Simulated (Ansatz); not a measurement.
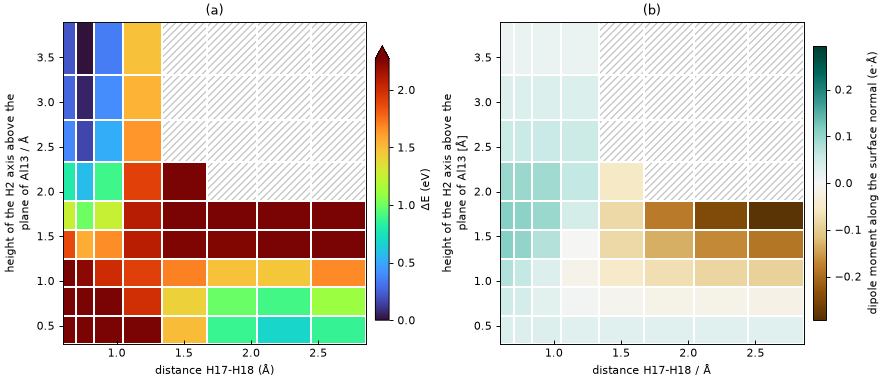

H₂ on an Al(110) slab cut from the Fm-3m phase, its upper half relaxed before the scan (16 atoms of substrate and one adsorbate in a 2 × 2 cell). H2 lies flat over one site of a rigid substrate while its bond length and height are varied; it sits over a bridge site, heights counted from the top plane, its axis along the second surface vector. First axis: distance H17-H18. Second axis: height of the H2 axis above the plane of Al13. The grid has 8 × 9 points. At 15 points there is no value (left out: too close to the surface, or the stretched molecule far from it). Points are written as (first, second). Energies: eV, counted from the lowest grid point. Level of theory: DFT PBE, scalar-relativistic, plane waves, PAW (Ansatz). Settings: cutoff 420 eV, k-mesh 5×4×1, gaussian smearing 0.1 eV, no spin polarisation.

Panel (a) is the energy and panel (b) the computed dipole moment along the surface normal on the same grid.

The picture shows one coloured cell a grid point, one colour for all values above the top of the scale, hatched blanks where no value was computed.

> How does the dipole moment along the surface normal vary over the map, and what is it at the lowest grid point?

Leaving out the highest fifth of the energies, it runs from −0.19 e·Å at (2.650 Å, 1.41 Å) to 0.11 e·Å at (0.650 Å, 1.41 Å). At the lowest grid point, (0.750 Å, 3.60 Å), it is 0.01 e·Å. That point lies on the edge of the scan.

```csv
"second ↓, first →",0.650,0.750,0.919,1.181,1.495,1.849,2.235,2.650
3.60,0.01,0.01,0.01,0.01,–,–,–,–
3.00,0.03,0.03,0.03,0.03,–,–,–,–
2.60,0.05,0.06,0.06,0.05,–,–,–,–
2.05,0.10,0.09,0.09,0.06,−0.06,–,–,–
1.73,0.11,0.11,0.10,0.04,−0.08,−0.18,−0.25,−0.29
1.41,0.11,0.10,0.07,0.00,−0.08,−0.13,−0.17,−0.19
1.09,0.08,0.06,0.03,−0.01,−0.05,−0.07,−0.09,−0.09
0.77,0.05,0.04,0.03,0.00,−0.01,−0.01,−0.02,−0.02
0.45,0.03,0.03,0.03,0.03,0.03,0.03,0.03,0.03
```

PAW datasets: the set soft_1.
